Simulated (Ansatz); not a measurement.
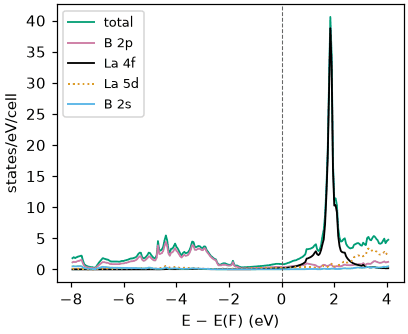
Total and projected density of states of LaB6 in space group Pm-3m (No. 221; La on 1a, B on 6f), plane-wave PAW PBE (Ansatz code)

### Question
Which orbitals carry the states next to the Fermi level?

### Answer
Within 0.5 eV of the Fermi level: B 2p 43 %, La 5d 30 %, La 4f 24 %. Projections are on Löwdin-orthogonalised atomic valence shells; empty p or d shells of many metals are not among them.

### Question
Where is the tallest occupied peak in this window, and what makes it?

### Answer
Near -4.4 eV, about 5.5 states/eV per cell; the largest projected share is B 2p.

The PBE relaxation kept the symmetry of its start. Scalar-relativistic: spin–orbit coupling is off unless named, which matters more the heavier the elements.

Potentials: the later of the program's two PAW sets.
